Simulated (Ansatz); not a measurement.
Electronic density of states of amorphous Ga₂₄O₃₈Sn, density 5.06 g/cm³, on a 2×2×2 Γ-centred mesh with a Gaussian width of 0.1 eV; energies count from the Fermi level, whose place inside the gap is arbitrary. Cell and mesh are small, so fine structure isn't converged. These are PBE, scalar-relativistic without spin-orbit coupling (plane waves to 420 eV, PAW; Ansatz, a program for electronic structure) values and carry that method's errors. Sampling: a 2×2×2 Γ-centred mesh; Fermi-Dirac width 0.02 eV; no spin polarisation. At PBE the levels at the filled edge of the gap are localised (band-tail or defect states), and the nearest spread-out levels lie 1.9 eV apart at the zone centre.

A CHGNet melt-quench gave the starting glass, which DFT then relaxed. O atoms were pushed apart under 1.9 Å during the dynamics, to hinder bonds among them. The hot cell started wider than the set density and was brought back towards it in steps. It is the lowest in DFT energy of 2 quenches. It is a model cell: composition and starting density were chosen by hand, and all elements were melted together. No dispersion term was used. Its density started from a set value of 5.06 and ended at 5.06 g/cm³. The quench (nominally 330 K/ps over its main leg) was far faster than any real one, so the model tends to hold more defects than a real film. One small periodic cell is one sample of the glass; other quenches scatter about these values. The volume was held where the preparation left it, at a PBE pressure of -0.9 GPa (tension). Stress components on the final sampling reach 2.6 GPa. Cycles of charging lowered its energy after that relaxation.

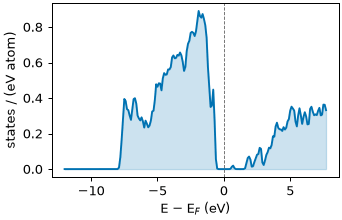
*Density of states per atom*

The level gap on this mesh is 1.38 eV; the broadening fills part of it in the curve.
